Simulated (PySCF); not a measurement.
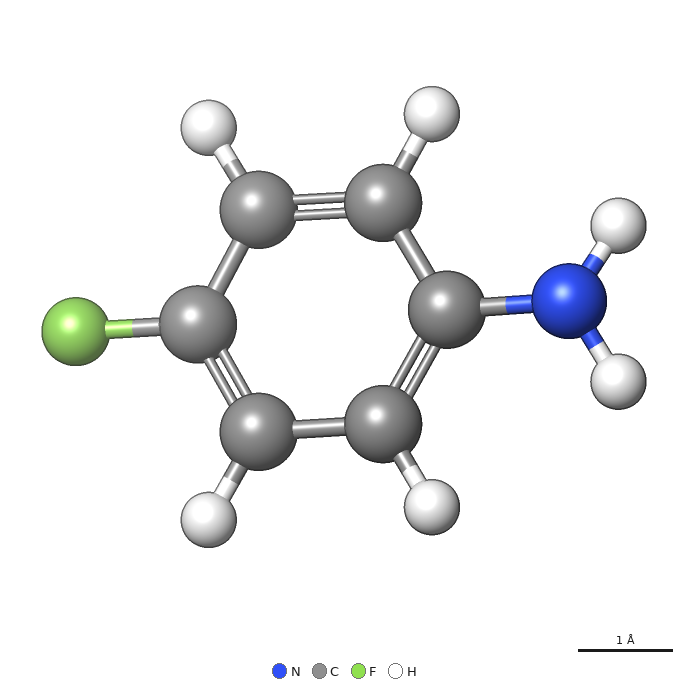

The geometry was computed by an optimisation with GFN2-xTB. No frequency run is at hand to confirm it as a minimum.

Description:

The molecule is C₆H₆FN. SMILES: `Nc1ccc(F)cc1`. Independent rings (smallest set): 1 of 6 members, 1 of them aromatic. Among its groups: C–F bond. The point group is Cs. Coordination, clear cases only: 6 C trigonal planar.

More results for the same structure follow; atom numbers are the same in all pictures, views and colours differ.

## Shape

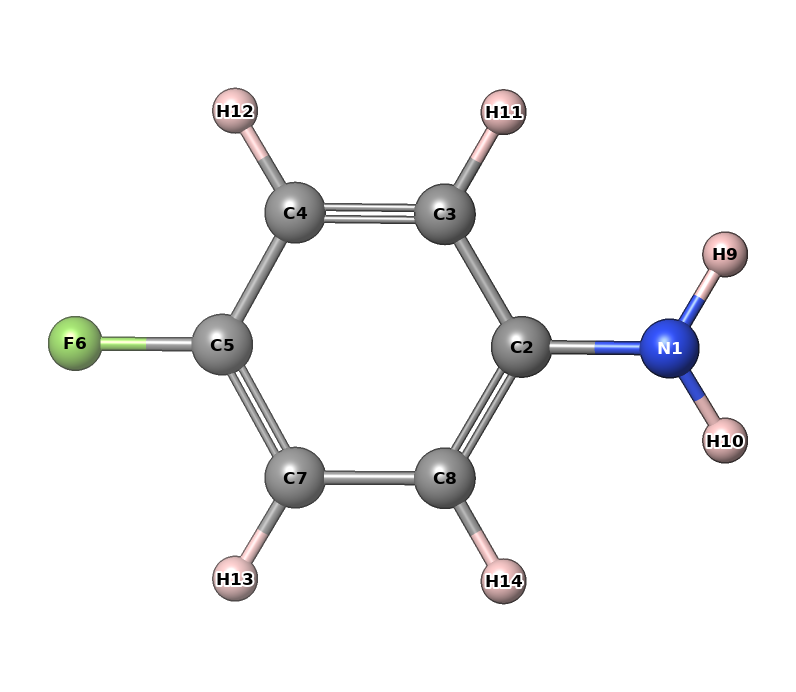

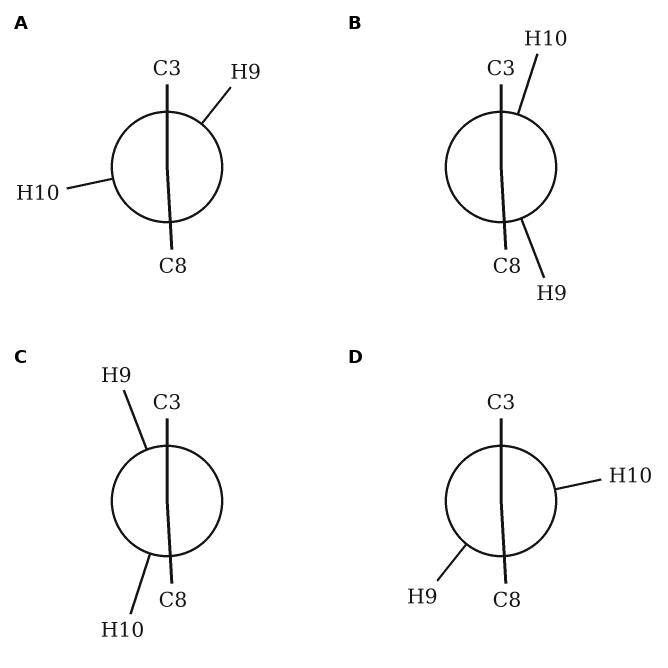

Depth is shown by fading: the farther an atom, the more it takes the colour of the background. Bonds that would overlap in a projection are set slightly apart. No frequency run is at hand to confirm it as a minimum.

Which Newman projection shows the view along C2–N1, with C2 in front?

C. The torsion angle C3–C2–N1–H9 is −21°, synperiplanar.

## NMR shielding

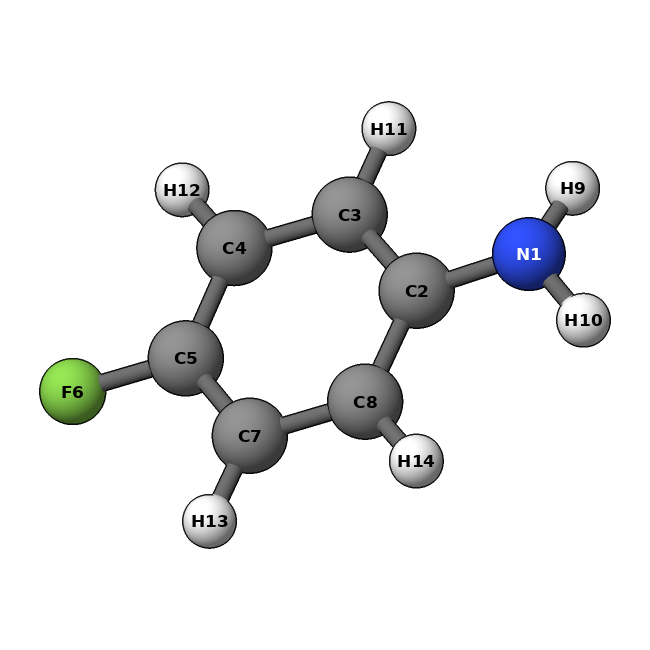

No frequency run is at hand to confirm it as a minimum. Method: GIAO PBE0/pcSseg-1 NMR shielding, non-relativistic, gas phase (PySCF 2.14.0). Principal shieldings σ11 ≤ σ22 ≤ σ33, span Ω = σ33 − σ11, skew κ = 3(σiso − σ22)/Ω.

Give the shielding tensors of the F atoms.

```csv
atom,σ11,σ22,σ33,σiso,Ω,κ
F6,234.8,324.5,357.9,305.8,123.1,−0.46
```

Shieldings and span in ppm.

## Electronic properties

No frequency run is at hand to confirm it as a minimum. Level of theory: PBE0/pcSseg-1, gas phase (PySCF 2.14.0).

Computed properties:

- dipole moment: 3.28 D
- HOMO energy (Kohn–Sham orbital): −5.88 eV
- LUMO energy (Kohn–Sham orbital): −0.33 eV
- HOMO–LUMO gap: 5.55 eV

## Charges

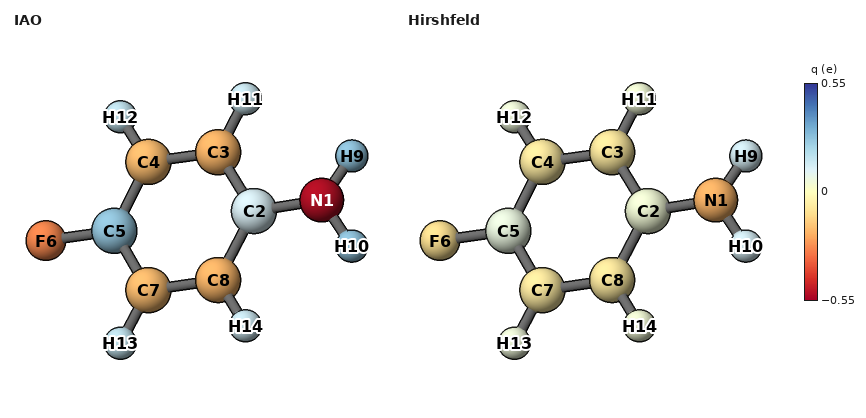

Atomic charges of one calculation by 2 schemes, on one colour scale. No frequency run is at hand to confirm it as a minimum. Level of theory: PBE0/pcSseg-1 (PySCF 2.14.0).

Which scheme gives the most polar picture (largest mean size of the charges)?

The IAO charges are the largest in size here.

On which atom do the schemes disagree most?

On N1 (from −0.51 to −0.20 e).

List the charges (e), one line for each set of equivalent atoms.

| atom | IAO | Hirshfeld |
| --- | --- | --- |
| N1 | −0.51 | −0.20 |
| C2 | 0.12 | 0.05 |
| C3, C8 | −0.20 | −0.07 |
| C4, C7 | −0.18 | −0.07 |
| C5 | 0.26 | 0.07 |
| F6 | −0.28 | −0.10 |
| H9, H10 | 0.27 | 0.13 |
| H11, H14 | 0.15 | 0.05 |
| H12, H13 | 0.17 | 0.06 |
